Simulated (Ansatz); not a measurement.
A series of calculations on SiNHF2 and related structures

## 1. Relaxation

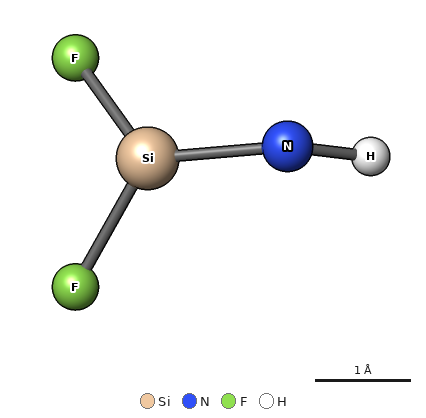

Starting structure of SiNHF2. Style: ball-and-stick. Shown at a tilt.

It is one of the separated products of a reaction.

All numbers below come from RKS PBE0-D4/def2-TZVP in Ansatz 0.2.0.

Input file:
```yaml
crystal:
  periodic: [false, false, false]
  atoms:
    - {symbol: Si, position_ang: [-0.479333, -0.073234, 0.620920]}
    - {symbol: N, position_ang: [-1.619771, 0.138278, -0.457575]}
    - {symbol: F, position_ang: [0.015554, 0.990615, 1.712063]}
    - {symbol: F, position_ang: [-0.088659, -1.448740, 1.343859]}
    - {symbol: H, position_ang: [-2.615176, 0.161684, -0.330918]}
basis:
  gaussian: {orbitals: def2-TZVP}
hamiltonian: {xc: pbe0, dispersion: d4}
relax: {f_tol: 0.005, max_steps: 200}
```

Run as
```bash
ansatz run in.yaml --threads 4 --pin off --events-out ev --progress --plain --max-ram 9574MiB
```

Question: Predict the outcome.

Answer: The energy falls by 85.6 kJ/mol in 20 accepted moves (23 points after the start). Largest force component: 3.2 eV/Å at the start, 0.00061 eV/Å at the end. The line search rejected the trial steps at points 7, 15, 22 of the run. The forces were under the threshold at step 11, but the run went on from there. The largest move after the best rigid fit is that of H5, 0.51 Å. By element the largest moves are H 0.51 Å, N 0.49 Å, Si 0.28 Å, F 0.27 Å. Near-neighbour distances that change, for instance: Si1–F3 1.602 → 1.574 Å, Si1–N2 1.584 → 1.570 Å, N2–H5 1.004 → 1.010 Å. Bond angles that change, for instance: N2–Si1–F3 126.7° → 134.2°, Si1–N2–H5 129.1° → 121.9°, N2–Si1–F4 126.7° → 121.3°. Cost: 27 s on 4 threads of Arm Neoverse V2, on a shared host.

Final geometry:

```xyz
5

Si   -0.6751   -0.1519    0.8019
N    -1.8365   -0.2473   -0.2507
F    -0.0509    1.0230    1.6437
F     0.1486   -1.4169    1.2212
H    -2.3734    0.5617   -0.5277
```

After the run, drawn alike:

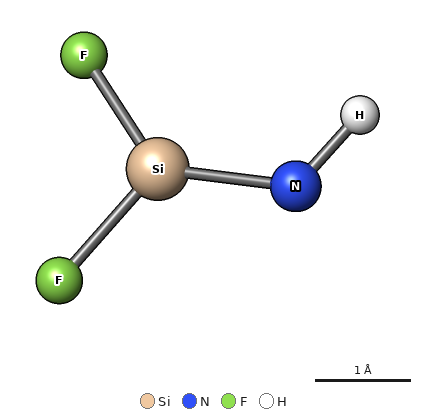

## 2. Relaxation

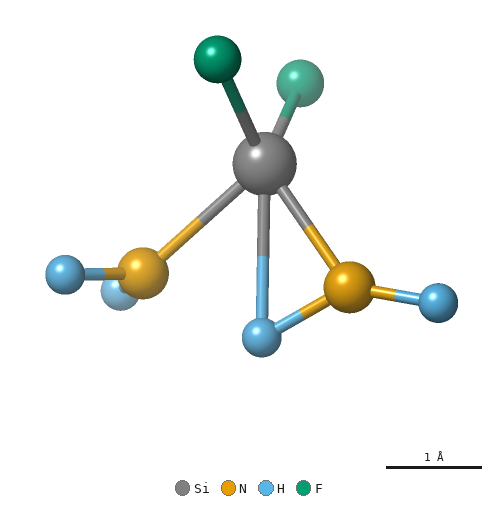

Starting structure of SiN₂H₄F₂ (started from a transition state, displaced along its imaginary mode). The picture is a ball-and-stick view, seen at a tilt.

Method: Ansatz 0.2.0, RKS PBE0-D4/def2-TZVP.

Input
```yaml
crystal:
  periodic: [false, false, false]
  atoms:
    - {symbol: Si, position_ang: [-0.229976, -0.096348, 0.703460]}
    - {symbol: N, position_ang: [1.062043, 0.027898, -0.485361]}
    - {symbol: N, position_ang: [-1.269466, 0.137651, -0.552549]}
    - {symbol: H, position_ang: [-0.317651, 0.181230, -1.110703]}
    - {symbol: F, position_ang: [-0.048704, 0.979771, 1.852840]}
    - {symbol: F, position_ang: [-0.153557, -1.474539, 1.482373]}
    - {symbol: H, position_ang: [1.652483, 0.843476, -0.479252]}
    - {symbol: H, position_ang: [1.582302, -0.799534, -0.727244]}
    - {symbol: H, position_ang: [-2.277375, 0.200495, -0.683565]}
basis:
  gaussian: {orbitals: def2-TZVP}
hamiltonian: {xc: pbe0, dispersion: d4}
relax: {f_tol: 0.005, max_steps: 200}
```

Command:
```bash
ansatz run in.yaml --threads 4 --pin off --events-out ev --progress --plain --max-ram 9574MiB
```

Predict the outcome.

Over 18 accepted moves (20 points after the start) the energy falls by 39.5 kcal/mol. Largest force component: 2.3 eV/Å at the start, 0.00091 eV/Å at the end. The line search rejected the trial steps at points 14, 18 of the run. The forces were under the threshold at step 9, but the run went on from there. H4 moves most after the best rigid fit: 1.17 Å. Largest moves by element: H 1.17 Å, N 0.43 Å, F 0.36 Å, Si 0.27 Å. Among the contacts that change: N2–H4 1.523 → 3.052 Å, Si1–H4 1.837 → 2.371 Å, N3–H4 1.104 → 1.005 Å, Si1–N2 1.760 → 1.684 Å. Among the angles between lasting bonds that change: Si1–N3–H4 81.2° → 121.6°, H4–N3–H9 141.8° → 112.7°, N2–Si1–N3 86.5° → 110.4°. Groups turn about Si1–N2 by about 50°. Cost: 42 s on 4 threads of Arm Neoverse V2, on a shared host.

Step by step:

```json
{"step": "0", "E − E(0), kcal/mol": "0.00", "largest force component, eV/Å": "2.3107", "note": ""}
{"step": "1", "E − E(0), kcal/mol": "-8.91", "largest force component, eV/Å": "2.7803", "note": ""}
{"step": "2", "E − E(0), kcal/mol": "-20.02", "largest force component, eV/Å": "2.3822", "note": ""}
{"step": "3", "E − E(0), kcal/mol": "-28.96", "largest force component, eV/Å": "1.3087", "note": ""}
{"step": "4", "E − E(0), kcal/mol": "-34.24", "largest force component, eV/Å": "0.6293", "note": ""}
{"step": "5", "E − E(0), kcal/mol": "-36.60", "largest force component, eV/Å": "0.6269", "note": ""}
{"step": "6", "E − E(0), kcal/mol": "-37.11", "largest force component, eV/Å": "0.1592", "note": ""}
{"step": "7", "E − E(0), kcal/mol": "-37.27", "largest force component, eV/Å": "0.1641", "note": ""}
{"step": "8", "E − E(0), kcal/mol": "-37.28", "largest force component, eV/Å": "0.0477", "note": ""}
{"step": "9", "E − E(0), kcal/mol": "-37.28", "largest force component, eV/Å": "0.0048", "note": ""}
{"step": "10", "E − E(0), kcal/mol": "-37.29", "largest force component, eV/Å": "0.0159", "note": ""}
{"step": "11", "E − E(0), kcal/mol": "-37.29", "largest force component, eV/Å": "0.0087", "note": ""}
{"step": "12", "E − E(0), kcal/mol": "-37.37", "largest force component, eV/Å": "0.2004", "note": ""}
{"step": "13", "E − E(0), kcal/mol": "-38.09", "largest force component, eV/Å": "0.4655", "note": ""}
{"step": "14", "E − E(0), kcal/mol": "-36.61", "largest force component, eV/Å": "1.6498", "note": "rejected"}
{"step": "15", "E − E(0), kcal/mol": "-38.69", "largest force component, eV/Å": "0.2470", "note": ""}
{"step": "16", "E − E(0), kcal/mol": "-39.12", "largest force component, eV/Å": "0.1442", "note": ""}
{"step": "17", "E − E(0), kcal/mol": "-39.47", "largest force component, eV/Å": "0.0872", "note": ""}
{"step": "18", "E − E(0), kcal/mol": "-39.40", "largest force component, eV/Å": "0.1491", "note": "rejected"}
{"step": "19", "E − E(0), kcal/mol": "-39.50", "largest force component, eV/Å": "0.0113", "note": ""}
{"step": "20", "E − E(0), kcal/mol": "-39.50", "largest force component, eV/Å": "0.0009", "note": ""}
```

Final geometry:

```xyz
9

Si   -0.0699   -0.1251    0.4940
N     1.4255   -0.0496   -0.2765
N    -1.3044    0.2680   -0.5816
H    -1.3750   -0.1680   -1.4846
F    -0.2818    0.8496    1.7338
F    -0.1243   -1.5788    1.1391
H     1.7024    0.7545   -0.8125
H     2.2104   -0.5877    0.0484
H    -2.1827    0.6373   -0.2600
```

The end point in the same view:

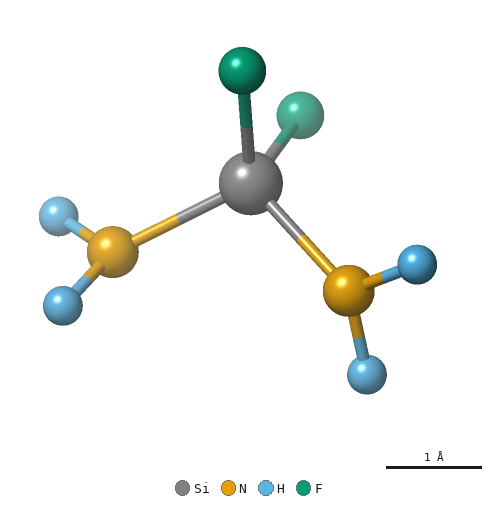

## 3. Reaction

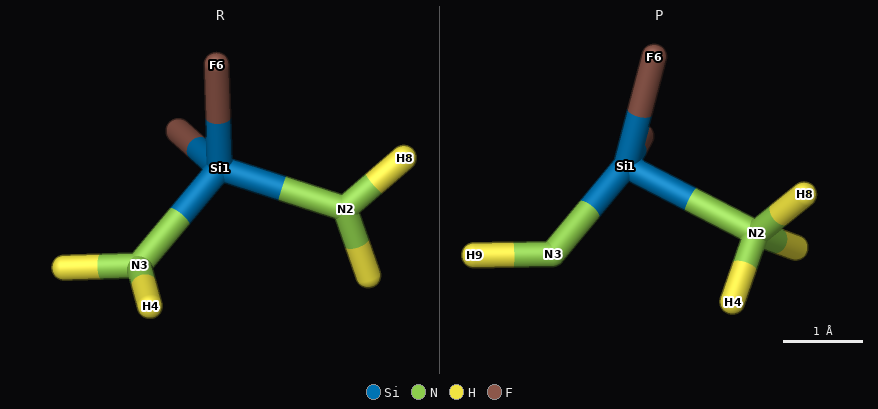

Reactant (R) and product (P) of one elementary step of SiN₂H₄F₂. Style: stick. Shown at a tilt.

Stationary points at PBE0-D4/def2-TZVP, single-point energies with CCSD(T)/CBS, PBE0-D4, B3LYP-D4, wB97X-V (def2-TZVPP where no basis is named; Ansatz 0.2.0). The energies are electronic, without zero-point or thermal terms, and both ends are the minima reached downhill from the saddle, with any fragments still in contact. CCSD(T)/CBS stands for a frozen-core estimate: MP2 correlation extrapolated from def2-TZVPP and def2-QZVPP, CCSD(T) minus MP2 from the smaller set.

R:
```xyz
9

Si   -0.0722   -0.1272    0.4931
N     1.4277   -0.0364   -0.2668
N    -1.3026    0.2586   -0.5899
H    -1.3632   -0.1753   -1.4946
F    -0.3011    0.8418    1.7344
F    -0.1185   -1.5833    1.1334
H     1.7014    0.7716   -0.7984
H     2.2150   -0.5688    0.0620
H    -2.1863    0.6192   -0.2732
```

P:
```xyz
9

Si   -0.4783   -0.0734    0.6217
N     1.0207    0.0384   -0.5430
N    -1.6206    0.1379   -0.4549
H     0.5558    0.1933   -1.4378
F     0.0182    0.9905    1.7121
F    -0.0860   -1.4489    1.3439
H     1.6379    0.8174   -0.3345
H     1.5681   -0.8162   -0.5811
H    -2.6158    0.1610   -0.3265
```

What is the transition state like, and how high is the barrier?

Answer. From R over the saddle to P, a bond forms: N2–H4 (3.05 → 1.21 → 1.02 Å). A bond breaks: N3–H4 (1.01 → 1.46 → 2.39 Å). The saddle has one imaginary mode, 1305i cm⁻¹. With CCSD(T)/CBS the barrier is 56.1 kcal/mol from R and 10.3 kcal/mol from P, and P lies 45.8 kcal/mol above R.

| level | barrier from R (kcal/mol) | barrier from P (kcal/mol) | P less R (kcal/mol) |
| --- | --- | --- | --- |
| CCSD(T)/CBS | 56.1 | 10.3 | 45.8 |
| PBE0-D4 | 53.3 | 7.6 | 45.6 |
| B3LYP-D4 | 55.2 | 9.6 | 45.6 |
| wB97X-V | 56.4 | 9.3 | 47.0 |

Against CCSD(T)/CBS, wB97X-V comes closest on the barrier from R (+0.3 kcal/mol) and PBE0-D4 misses most (−2.8 kcal/mol).

Saddle geometry:

```xyz
9

Si   -0.3267   -0.0933    0.7104
N     1.0244    0.0352   -0.5230
N    -1.3454    0.1368   -0.5252
H    -0.0184    0.1714   -1.1301
F    -0.0395    0.9782    1.8491
F    -0.1443   -1.4727    1.4791
H     1.6306    0.8451   -0.4926
H     1.5605   -0.7954   -0.7402
H    -2.3411    0.1948   -0.6276
```

The saddle point in the same view, with dashed sticks for the bonds that form or break:

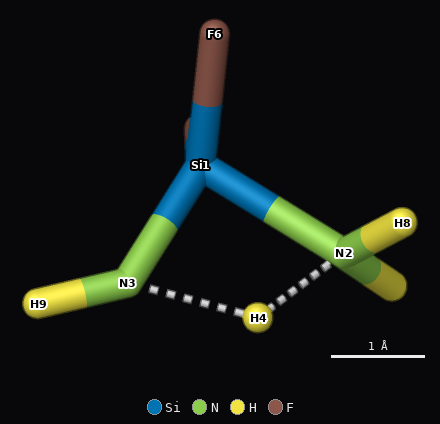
